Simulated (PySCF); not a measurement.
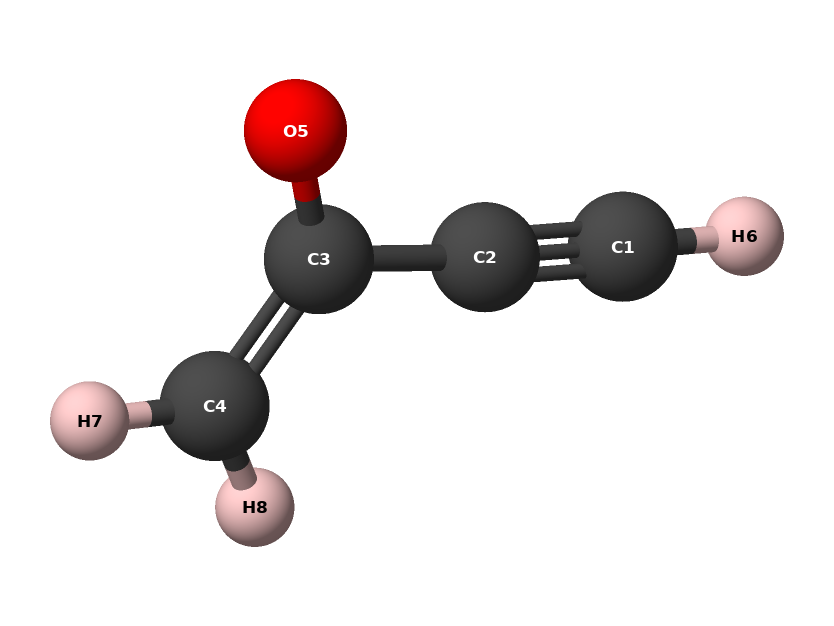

Charge −1, singlet. The geometry was computed by an optimisation with PBE0-D3(BJ)/def2-SVP. No frequency run is at hand to confirm it as a minimum. Level of theory: B3LYP/6-31G* indirect spin-spin coupling, non-relativistic, gas phase (PySCF 2.14.0). Isotopes: 13C, 1H, 17O.

Give the spin–spin coupling constants of these pairs, with the number of bonds between them: C2/C3, C4/H8, C3/H7, C3/H8, C2/H8.

```
  pair  bonds apart  J (Hz)
C2, C3            1    66.5
C4, H8            1   161.6
C3, H7            2    −2.0
C3, H8            2     1.8
C2, H8            3     2.2
```
